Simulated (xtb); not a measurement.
**Run report: C₂H₅Si₂, molecular dynamics (part 2 of 2)**

C₂H₅Si₂, multiplicity 2; GFN1-xTB (xtb 6.7.1). The dynamics carries a metadynamics bias. The geometry comes from this level: PBE0-D4/def2-TZVP. The settings are looser than a standard set-up, so the numbers are not reference values.

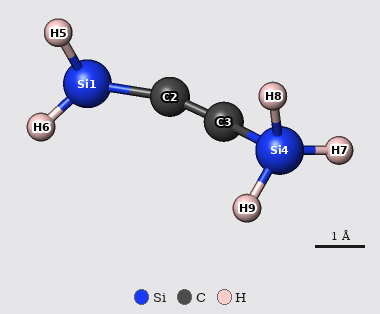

**Figure 1.** The geometry at step 13 of the log (ball-and-stick view, seen at a tilt; atoms are numbered from 1 in the order of the input).

### Trajectory as extended XYZ (Å, eV, eV/Å), 20 of the 25 frames kept, from step=0 to step=24
```
9
Properties=species:S:1:pos:R:3 step=0 time_fs=0.0 energy=-285.80482
Si   -0.0833    2.3764   -1.3219
C    -0.0231    0.8014   -0.4490
C     0.1269   -0.2443    0.1597
Si    0.3257   -1.8145    1.0665
H    -0.4155    2.1944   -2.7559
H    -0.9809    3.3432   -0.6440
H    -0.9678   -2.5407    1.0827
H     1.3542   -2.6404    0.3881
H     0.7524   -1.5219    2.4566
9
Properties=species:S:1:pos:R:3 step=1 time_fs=40.0 energy=-285.25756
Si   -0.0799    2.4157   -1.2987
C    -0.0924    0.7332   -0.5528
C     0.1534   -0.3828   -0.1132
Si    0.3152   -1.7817    1.1652
H    -1.3386    2.4442   -2.0914
H     0.1952    3.6092   -0.3103
H    -0.5222   -2.7195    0.5054
H     1.6094   -2.2271    0.8941
H    -0.0118   -1.5335    2.5263
9
Properties=species:S:1:pos:R:3 step=3 time_fs=120.0 energy=-285.24105
Si   -0.1516    2.4100   -1.2479
C     0.0541    0.7268   -0.6597
C     0.0806   -0.3863   -0.0612
Si    0.2899   -1.7899    1.1394
H     0.1134    3.3770   -0.2078
H     0.5590    2.7455   -2.6352
H     1.1961   -2.6974    0.7339
H     0.8691   -1.0396    2.1856
H    -0.9696   -2.3052    1.4076
9
Properties=species:S:1:pos:R:3 step=4 time_fs=160.0 energy=-284.85865
Si   -0.1630    2.3545   -1.2719
C     0.2703    0.7665   -0.5425
C     0.0077   -0.2392    0.0842
Si    0.2540   -1.8039    1.0899
H     0.5305    3.6133   -0.6937
H    -0.4792    2.4679   -2.7120
H     1.5998   -2.1245    0.3414
H     0.5464   -1.3141    2.4355
H    -0.8177   -2.8511    1.0210
9
Properties=species:S:1:pos:R:3 step=5 time_fs=200.0 energy=-284.95746
Si   -0.1733    2.3857   -1.3260
C     0.0485    0.8507   -0.4426
C     0.1795   -0.2181    0.2305
Si    0.2903   -1.8553    1.0542
H     0.7533    3.3069   -0.9315
H    -0.1817    2.1671   -2.8598
H     1.3847   -2.7305    0.5710
H     0.3988   -1.5151    2.5581
H    -1.1079   -2.1355    0.6217
9
Properties=species:S:1:pos:R:3 step=6 time_fs=240.0 energy=-284.95056
Si   -0.1910    2.3171   -1.3821
C    -0.0403    0.9094   -0.2839
C     0.3722   -0.1698    0.2975
Si    0.2393   -1.8382    1.0036
H     0.5489    3.3700   -0.5035
H     0.5659    2.1055   -2.5982
H     1.1395   -2.4570    0.1161
H     0.7988   -1.6943    2.2457
H    -1.1236   -2.0672    0.9860
9
Properties=species:S:1:pos:R:3 step=8 time_fs=320.0 energy=-284.89813
Si   -0.0364    2.2883   -1.4351
C     0.0774    1.0085   -0.1754
C     0.1571   -0.1314    0.3589
Si    0.2287   -1.8600    0.9746
H    -1.3957    1.9138   -2.0698
H    -0.3884    3.4304   -0.5793
H    -0.8305   -2.4101    0.3981
H     1.4840   -2.5319    0.4647
H     0.1869   -1.3778    2.2925
9
Properties=species:S:1:pos:R:3 step=9 time_fs=360.0 energy=-284.67352
Si   -0.0747    2.3324   -1.3539
C    -0.0288    0.9380   -0.3495
C     0.2794   -0.1853    0.3189
Si    0.2309   -1.8575    1.0319
H    -0.3218    1.8873   -2.6793
H    -0.2783    3.8184   -1.2382
H    -1.2491   -2.2525    0.6383
H     1.0153   -2.4169    0.0635
H     0.7107   -1.8263    2.4053
9
Properties=species:S:1:pos:R:3 step=10 time_fs=400.0 energy=-284.83810
Si   -0.0435    2.3066   -1.3791
C    -0.0540    0.8518   -0.4140
C     0.1228   -0.1191    0.3821
Si    0.2574   -1.8399    1.0309
H    -0.2277    2.6338   -2.7550
H    -0.2059    3.5605   -0.4186
H    -1.1558   -2.2488    0.9812
H     0.9975   -2.5181   -0.1861
H     1.0333   -1.7484    2.3195
9
Properties=species:S:1:pos:R:3 step=11 time_fs=440.0 energy=-284.74183
Si    0.0532    2.3808   -1.3522
C    -0.1479    0.8250   -0.3655
C    -0.0455   -0.1914    0.2363
Si    0.2970   -1.8558    1.0456
H    -0.8784    1.9140   -2.5067
H    -0.3916    3.6472   -1.0280
H    -0.9644   -2.3698    1.3916
H     0.8944   -2.6762    0.0656
H     1.1013   -1.2826    2.0184
9
Properties=species:S:1:pos:R:3 step=13 time_fs=520.0 energy=-284.55269
Si    0.0326    2.3824   -1.3173
C    -0.3162    0.7973   -0.5061
C    -0.2905   -0.2613    0.3029
Si    0.3705   -1.8104    1.0529
H     0.6990    2.0646   -2.6892
H     0.8307    3.3362   -0.8677
H    -0.6378   -2.4752    1.6172
H     0.8877   -2.5863   -0.2268
H     1.4567   -1.2552    1.8100
9
Properties=species:S:1:pos:R:3 step=14 time_fs=560.0 energy=-284.84087
Si    0.0101    2.2959   -1.2833
C    -0.2239    0.7244   -0.5041
C    -0.2781   -0.2013    0.2714
Si    0.3542   -1.7353    0.9968
H     0.6853    2.2788   -2.4885
H     0.9050    3.3902   -0.4110
H    -0.7206   -2.3226    1.9163
H     0.6740   -2.6342    0.0374
H     1.5292   -1.1513    1.5666
9
Properties=species:S:1:pos:R:3 step=15 time_fs=600.0 energy=-284.92443
Si    0.0846    2.3558   -1.2878
C    -0.2503    0.7977   -0.4479
C    -0.2810   -0.2878    0.0862
Si    0.3549   -1.7858    1.0805
H     0.4325    2.5647   -2.7630
H    -0.5858    3.4559   -0.8769
H    -0.5236   -2.1032    2.3206
H     0.1247   -2.9019    0.0164
H     1.8622   -1.5599    1.2466
9
Properties=species:S:1:pos:R:3 step=16 time_fs=640.0 energy=-285.00437
Si   -0.0110    2.4179   -1.2360
C    -0.1671    0.8327   -0.5328
C     0.0489   -0.2806    0.0986
Si    0.2975   -1.8298    1.0776
H     1.0149    1.9322   -2.1524
H    -1.1682    3.0295   -2.2193
H     0.0893   -1.4251    2.3422
H    -0.8249   -2.8260    0.8002
H     1.5357   -2.2706    0.6705
9
Properties=species:S:1:pos:R:3 step=18 time_fs=720.0 energy=-284.72775
Si   -0.2300    2.2913   -1.2533
C     0.5531    0.8758   -0.4817
C     0.2271   -0.1644    0.0746
Si    0.1645   -1.8118    1.0458
H     0.4649    3.5109   -0.7379
H    -0.7473    2.5808   -2.8024
H     1.1425   -1.9752    2.0599
H    -1.1595   -1.6562    1.9427
H     0.0417   -2.8854    0.0329
9
Properties=species:S:1:pos:R:3 step=19 time_fs=760.0 energy=-285.13444
Si   -0.2668    2.3259   -1.2232
C     0.3617    0.8105   -0.4232
C     0.7066   -0.2163    0.1171
Si    0.0835   -1.7622    0.9909
H     0.7956    3.2367   -1.6124
H    -0.9525    1.7634   -2.2242
H     0.7974   -1.9660    2.2525
H    -1.2087   -1.6018    1.4798
H     0.1566   -2.8127    0.0833
9
Properties=species:S:1:pos:R:3 step=20 time_fs=800.0 energy=-284.84000
Si   -0.1795    2.3086   -1.2517
C     0.2767    0.8683   -0.4442
C     0.6341   -0.1613    0.3359
Si    0.1096   -1.7813    0.9328
H     0.2050    2.4193   -2.7020
H    -1.7607    2.5234   -0.9342
H     0.3575   -1.6798    2.5207
H    -1.4037   -2.0609    0.8936
H     0.8978   -2.9142    0.2553
9
Properties=species:S:1:pos:R:3 step=21 time_fs=840.0 energy=-284.93199
Si   -0.0927    2.4332   -1.3217
C     0.2352    0.8507   -0.4885
C     0.1497   -0.1560    0.2811
Si    0.2272   -1.8914    1.0291
H    -0.9400    1.8280   -2.2765
H    -0.5848    3.3377   -0.4779
H    -0.0428   -2.0746    2.3243
H    -0.9962   -2.4775    0.3327
H     1.4361   -2.5878    0.5854
9
Properties=species:S:1:pos:R:3 step=23 time_fs=920.0 energy=-285.10631
Si    0.1400    2.3232   -1.1839
C    -0.5125    0.8135   -0.4967
C    -0.2560   -0.2672    0.1170
Si    0.4007   -1.7501    0.9590
H     0.2778    2.0921   -2.5464
H    -0.5618    3.3376   -0.6701
H     1.2999   -1.3791    2.1202
H    -0.7113   -2.4511    1.8490
H     1.0131   -2.6694   -0.0975
9
Properties=species:S:1:pos:R:3 step=24 time_fs=960.0 energy=-284.83951
Si    0.0868    2.3488   -1.1338
C    -0.2062    0.7149   -0.6206
C    -0.4484   -0.2888    0.2499
Si    0.3837   -1.7328    0.9269
H     1.3030    2.2137   -2.0410
H    -1.2498    3.1591   -1.5318
H     1.7928   -1.4673    1.1449
H     0.0817   -1.8810    2.3085
H    -0.0073   -2.8558    0.1625
```

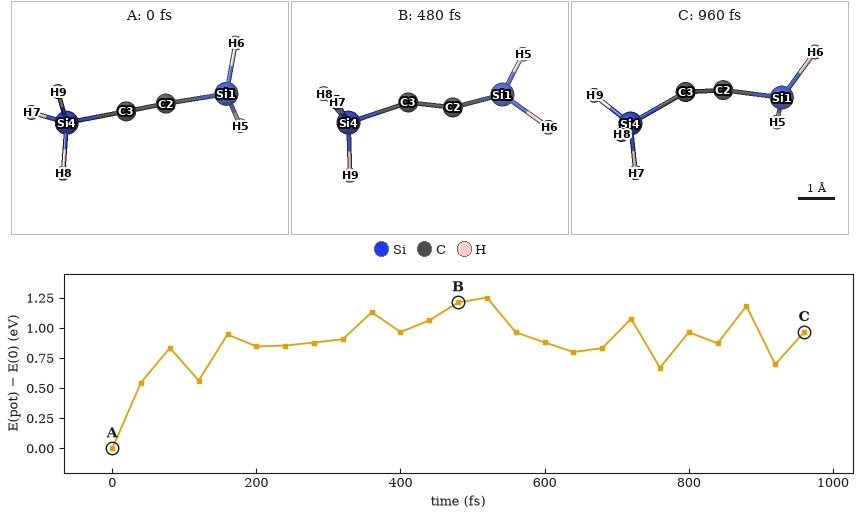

**Figure 2.** Frames of the molecular dynamics (ball-and-stick, seen at a tilt) above the curves, on which the letters mark them. The trajectory kept here has 25 frames over 960 fs. The potential energy ends 0.965 eV above its first value. After an unweighted best fit of the last frame on the first, the root-mean-square displacement is 0.99 Å, and H5 has moved furthest (1.77 Å).

The run was set up as follows.

### Input (geo.gen)
```
9 C
 Si C H
   1  1     -0.08330000      2.37640000     -1.32190000
   2  2     -0.02310000      0.80140000     -0.44900000
   3  2      0.12690000     -0.24430000      0.15970000
   4  1      0.32570000     -1.81450000      1.06650000
   5  3     -0.41550000      2.19440000     -2.75590000
   6  3     -0.98090000      3.34320000     -0.64400000
   7  3     -0.96780000     -2.54070000      1.08270000
   8  3      1.35420000     -2.64040000      0.38810000
   9  3      0.75240000     -1.52190000      2.45660000
```

### File xtb.inp
```
$md
   temp=298.15
   time=1
   step=1
   dump=40
   hmass=1
   shake=0
   nvt=false
   sccacc=1
$metadyn
   kpush=0.018
   alp=0.6
$wall
   potential=logfermi
   sphere: 8.7, all
$end
```

Command:
```bash
xtb geo.gen --etemp 3000 -I xtb.inp --uhf 1 --gfn1 --metadyn 50 > run.log
```

### Key numbers

| quantity | value |
| --- | --- |
| outcome | finished |
| trajectory | 25 frames kept, 960 fs |
| electrons treated | 21 |
| potential energy (a single point apart from the frames shown) | −10.503403 hartree |
| dispersion energy (a single point apart from the frames shown) | −0.002984 hartree |
| basis functions (a single point apart from the frames shown) | 38 |
| hardware | 1 thread of Intel Xeon @ 2.90GHz (Ice Lake), 16 GiB of memory available, shared host |
| wall time | 7 s |
| peak memory | 0.07 GiB |

These settings are looser than, or depart from, a standard set-up, so the numbers are not reference values for this system.
